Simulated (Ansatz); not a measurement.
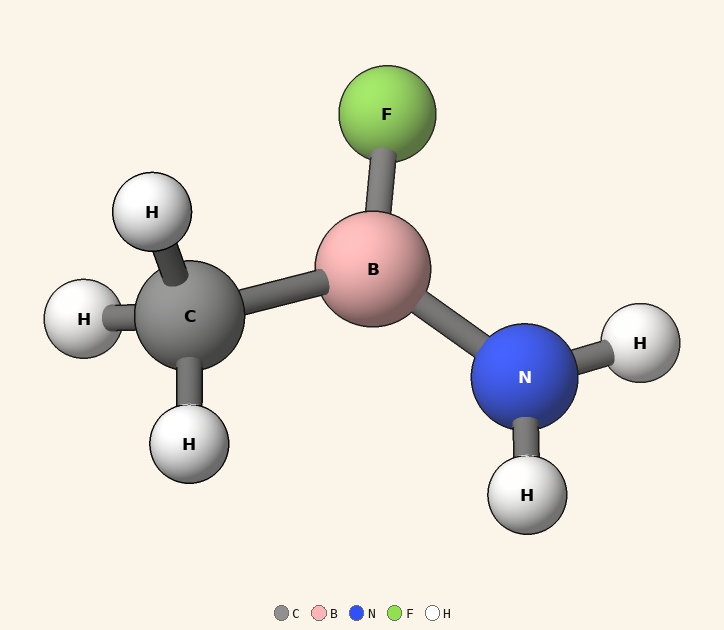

Every bond is drawn as one stick, whatever its order.

**Count the atoms of each element.**

CH5BFN, 9 atoms: 1 carbon, 5 hydrogen, 1 boron, 1 fluorine and 1 nitrogen.

**Describe its rings.**

It has no ring.

**How many sets of symmetry-equivalent atoms are there?**

8: 1 C, 1 B, 1 N, 1 F, 2 H, 1 H, 1 H, 1 H.

The parts below concern this one geometry. Atoms keep their numbers from picture to picture. Computed geometry: PBE0-D4/def2-TZVP optimisation.

**Electronic properties**

Method: RKS ωB97M-V/def2-TZVPP (Ansatz 0.2.0).

Predict the main results.

- dipole moment: 2.17 D
- HOMO energy (Kohn–Sham orbital): −10.69 eV
- LUMO energy (Kohn–Sham orbital): 2.02 eV
- HOMO–LUMO gap: 12.71 eV

**Vibrations**

Harmonic vibrations computed with RKS PBE0-D4/def2-TZVP (Ansatz 0.2.0) at a stationary point of the same level.

**How many vibrational modes are there, and where do they lie?**

21 modes: 109, 320, 413, 449, 485, 615, 773, 861, 908, 910, 1276, 1375, 1393, 1457, 1475, 1632, 3048, 3114, 3137, 3634, 3741 cm⁻¹.

**Charges**

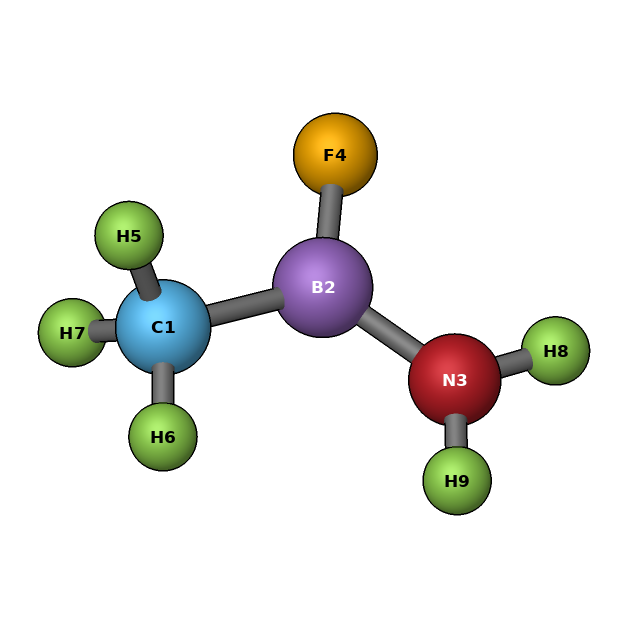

The questions are on Mulliken charges. Properties computed with RKS r2SCAN-D4/def2-TZVPP (Ansatz 0.2.0).

**Which atom carries the highest charge (most positive or least negative)?**

B2 (0.41 e).

**And the lowest?**

N3 (−0.35 e).

Give the Mulliken charges atom by atom.

```csv
atom,value (e)
C1,−0.27
B2,0.41
N3,−0.35
F4,−0.31
H5,0.07
H6,0.04
H7,0.07
H8,0.18
H9,0.17
```

Mulliken values depend strongly on the basis set and can even reverse the polarity of a bond.
